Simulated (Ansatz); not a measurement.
Input

```
crystal:
  periodic: [false, false, false]
  atoms:
    - { symbol: Ta, position_ang: [0.0, 0.0, 0.0] }
    - { symbol: Cl, position_ang: [2.82, 0.0, 0.0] }
    - { symbol: F, position_ang: [0.0, 0.0, 1.93] }
    - { symbol: F, position_ang: [0.0, 0.0, -1.93] }
    - { symbol: Cl, position_ang: [-1.235, 2.139, 0.0] }
    - { symbol: F, position_ang: [-0.965, -1.6714, 0.0] }
    - { symbol: H, position_ang: [0.6622, 1.7736, -0.9088] }
    - { symbol: H, position_ang: [1.6841, 1.4782, -0.7574] }
basis:
  gaussian: { orbitals: def2-SVP }
hamiltonian:
  xc: r2scan
relax:
  f_tol: 0.15
  max_steps: 25
  restrain:
    - { distance: [0, 6], at: 1.8, k: 30.0 }
    - { distance: [7, 1], at: 1.37, k: 30.0 }
    - { distance: [0, 1], at: 3.67, k: 30.0 }
    - { distance: [7, 6], at: 1.86, k: 30.0 }
output:
  orbitals: {}
```

Command:

```sh
ansatz run input.yaml --threads 4 --pin off --max-ram 5120MiB --backend cpu --events-out ev --progress --plain --runs-dir out
```

The fields are those of the run's last geometry, not of the input's.

Core potentials replace the inner electrons of Ta; not at a stationary point (largest force 1.1 eV/Å).

Theory: Ansatz, RKS r2SCAN/def2-SVP.

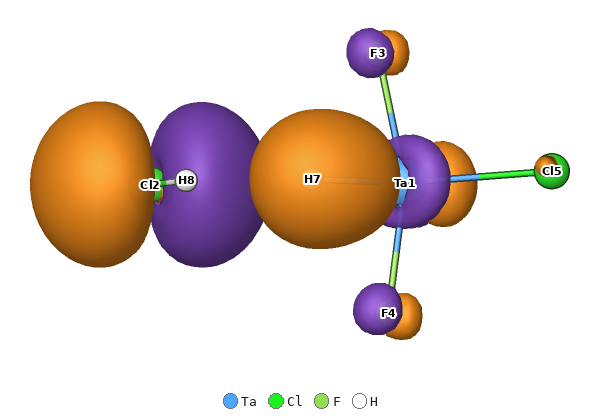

ClF$_{3}$HTa···HCl. One frontier orbital at ±0.1 Å⁻³ᐟ² (orange and purple are the two phases), seen across its widest extent.

> Which orbital is it: HOMO or LUMO?

The HOMO, at −8.28 eV. By Hirshfeld shares it lies mainly on Cl2 (about 65 %), H7 (about 15 %) and Ta1 (about 10 %).
